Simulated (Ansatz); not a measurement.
# Is the response still linear at 0.3 V/Å? antimonene 5 layers, AA'

The dipole of a slab grows in proportion to a weak field along its normal. Does the weak-field slope carry to a strong field?

How it was computed: Ansatz 0.2.0, plane waves with PAW datasets (its set soft_2), PBE-D3(BJ); atoms held at their relaxed places, 18 Å of vacuum, dipole correction, cell area 14.32 Å², 12×12 k-points, smearing 0.02585 eV. Without field the slab has a gap of 0.39 eV.

| run | field (V/Å) | dipole (e·Å) |
| --- | --- | --- |
| run 1 | −0.10 | −0.18847 |
| run 2 | 0.00 | 0.00000 |
| run 3 | 0.10 | 0.18847 |
| run 4 | 0.30 | ? |

Q: Estimate the withheld value from the rows shown.

A least-squares line through the 3 rows shown has slope 1.884700 and intercept 0.000000; no row lies more than 0.00001 e·Å off it. A perfect conductor with that slope would be 180.95 × 1.88470 / 14.32 = 23.82 Å thick. At 0.30 it gives 1.884700 × 0.30 + 0.000000 = 0.56541 e·Å, beyond the rows fitted. Rounding and scatter of the rows alone allow about ±0.00001 e·Å there.

The run itself gives 0.58396 e·Å: a miss of +0.01855 e·Å. That is 3.3 % of the induced dipole, a departure from the straight line; meanwhile the gap has gone from 0.39 eV to 0.13 eV.

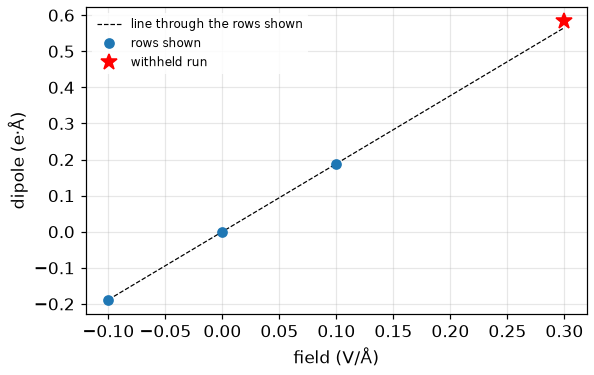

The fit and the withheld run.

Caveats: Ions are held, so this is the electronic response. Of the series that stay linear within 1 %, this collection keeps about one in seven, and it keeps all that bend. With a small gap or none the response hangs on mesh and smearing, which were not varied here. Spin-orbit coupling is left out, which changes the bands of elements this heavy.
